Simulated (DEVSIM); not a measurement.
Device: Si n+/n-/n+ resistor, at 300 K.

| layer (left to right) | material | thickness (μm) | Nd (cm⁻³) | τn (s) | τp (s) |
|---|---|---|---|---|---|
| 1 | Si | 0.510 | 3e17 | 6.6e-7 | 6.6e-7 |
| 2 | Si | 0.120 | 1.9e13 | 6.6e-7 | 6.6e-7 |
| 3 | Si | 0.500 | 5.4e16 | 6.6e-7 | 6.6e-7 |

Left contact: ohmic. Right contact: ohmic. Voltage is applied to the left contact. Recombination: SRH at mid-gap, radiative. Mobility is μmin + (μ − μmin)/(1 + (N/Nref)^α).

The device is made up for the run: typed textbook-type constants, with dimensions and the other settings drawn at random. Values at 300 K.

```
parameter           Si
-------------  -------
gap (eV)         1.124
affinity (eV)     4.05
permittivity      11.7
Nc (cm⁻³)      2.86e19
Nv (cm⁻³)       3.1e19
μn (cm²/Vs)       1417
μp (cm²/Vs)        470
μn,min              52
μp,min              45
Nref,n          9.7e16
Nref,p          2.2e17
αn                0.68
αp                0.72
B (cm³/s)      4.7e-15
```

Model (solved in DEVSIM): 1D drift-diffusion, Boltzmann statistics, complete ionisation; no tunnelling, impact ionisation, image-force lowering or self-heating.

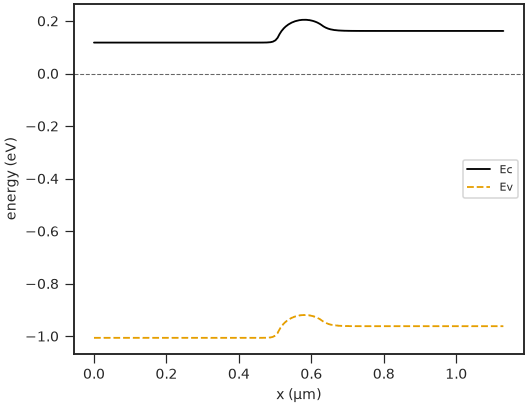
Band edges at zero bias

Energies count from the Fermi level of the right contact; mesh points crowd at the junctions.

```
x (μm)   Ec (eV)  Ev (eV)  n (cm⁻³)  p (cm⁻³)  field (V/cm)
-------  -------  -------  --------  --------  ------------
0.000      0.118   -1.006    3.0e17       390           ≈ 0
0.01799    0.118   -1.006    3.0e17       390           ≈ 0
0.05096    0.118   -1.006    3.0e17       390           ≈ 0
0.1034     0.118   -1.006    3.0e17       390           ≈ 0
0.2453     0.118   -1.006    3.0e17       390           ≈ 0
0.3623     0.118   -1.006    3.0e17       390           ≈ 0
0.4326     0.118   -1.006    3.0e17       390           ≈ 0
0.4869     0.119   -1.005    2.8e17       410          1900
0.5069     0.136   -0.988    1.5e17       790         22000
0.5237     0.172   -0.952    3.7e16      3100         15000
0.5457     0.194   -0.930    1.6e16      7300          6600
0.5857     0.205   -0.919    1.0e16     11000          -700
0.6115     0.197   -0.927    1.4e16      8300         -5400
0.6285     0.184   -0.940    2.3e16      5100        -10000
0.6532     0.168   -0.956    4.3e16      2700         -3300
0.6899     0.163   -0.961    5.2e16      2200          -440
0.7483     0.162   -0.962    5.4e16      2200           -16
0.8552     0.162   -0.962    5.4e16      2200           ≈ 0
1.003      0.162   -0.962    5.4e16      2200           ≈ 0
1.065      0.162   -0.962    5.4e16      2200           ≈ 0
1.104      0.162   -0.962    5.4e16      2200           ≈ 0
1.130      0.162   -0.962    5.4e16      2200           ≈ 0
```
